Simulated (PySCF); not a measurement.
```xyz
6

Re    0.0000    0.0000    0.3303
O     0.0000    0.0000    1.9962
Br    2.3799    0.0000   -0.3264
Br    0.0000    2.3799   -0.3264
Br   -2.3799    0.0000   -0.3264
Br    0.0000   -2.3799   -0.3264
```

Core potentials replace the inner electrons of Re.

The calculation used UKS B3LYP, Re def2-SVP with ECP60, O def2-SVP, Br def2-SVP; non-relativistic Hamiltonian with scalar-relativistic core potentials where named; density fitting in PySCF.

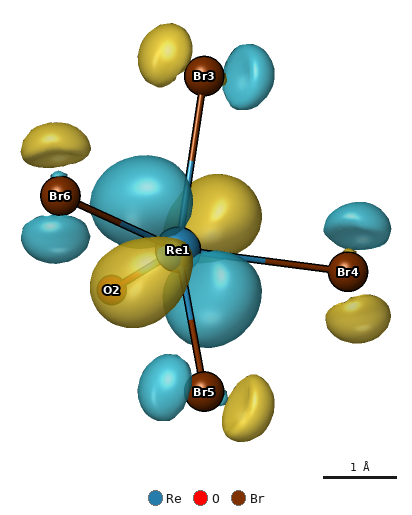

Br4ORe (doublet). The LUMO (β) at ±0.15 Å⁻³ᐟ² (yellow and cyan are the two phases), seen at a tilt.

Q: What is the character of this orbital?

A: It lies mainly on Re1 (about 60 %), Br3 (about 10 %), Br4 (about 10 %), Br5 (about 10 %) and Br6 (about 10 %). Its energy is −5.40 eV.
